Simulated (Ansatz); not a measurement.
C$_{6}$H$_{3}$N$_{3}$ (SMILES N#CC1=C(C#N)N=CC1)

The calculation's input:

```
crystal:
  periodic: [false, false, false]
  atoms:
    - {symbol: C, position_ang: [-2.518262, -0.101293, 0.599981]}
    - {symbol: C, position_ang: [-1.448991, 0.693290, 0.116376]}
    - {symbol: C, position_ang: [-1.499545, 1.953209, -0.422115]}
    - {symbol: C, position_ang: [-2.661729, 2.762202, -0.619773]}
    - {symbol: C, position_ang: [0.620332, 1.510087, -0.508155]}
    - {symbol: C, position_ang: [-0.000372, 0.287683, 0.101951]}
    - {symbol: "N", position_ang: [-3.374588, -0.775822, 1.003731]}
    - {symbol: N, position_ang: [-3.605079, 3.418352, -0.779881]}
    - {symbol: "N", position_ang: [-0.226132, 2.436642, -0.798169]}
    - {symbol: H, position_ang: [1.691164, 1.631502, -0.700973]}
    - {symbol: H, position_ang: [0.184668, -0.621992, -0.499139]}
    - {symbol: H, position_ang: [0.395688, 0.075487, 1.112492]}
basis:
  gaussian:
    orbitals: def2-SVPD
magnetization:
  spin_polarized: false
  initial_magnetization: 0
hamiltonian:
  xc: pbe0
output: {forces: true, orbitals: {seedname: orbitals}}
```

Command:

```sh
ansatz run input.yaml --threads 4 --pin off --max-ram 7830MiB --events-out events.jsonl --progress --plain --runs-dir runs
```

Geometry: B3LYP/def2-SVP.

These are results of Ansatz, isolated molecule in a Gaussian basis; Kohn-Sham density functional theory, functional PBE0, not measurements.

**What will maps of the electron density and electron localisation function show?**

C–N (1.16 Å): ρ is about 3.4 e/Å³ halfway; the ELF peaks at about 0.85 between the atoms (a multiple bond).
C–C (1.37 Å): the density is about 2.1 e/Å³ at the midpoint; the ELF peaks at about 0.95 between the atoms (a covalent bond).
C–H (1.09 Å): ρ at the midpoint is about 2 e/Å³; the ELF climbs to about 1 towards the hydrogen, as it does in any bond to H; a covalent bond by its length.
C–N (1.29 Å): the density is about 2.7 e/Å³ at the midpoint; the ELF peaks at about 0.90 between the atoms; a covalent bond.

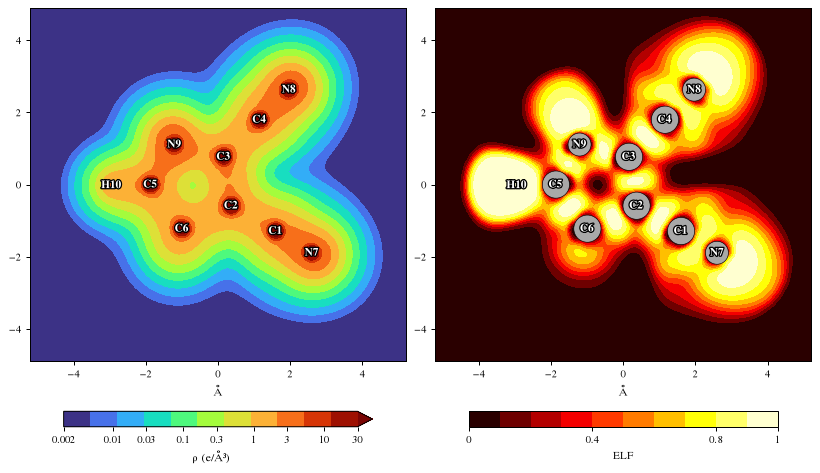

Computed electron density and electron localisation function on the plane of atoms C3, C2 and C6, in this order. Grey discs cover the atomic cores in the ELF map. 
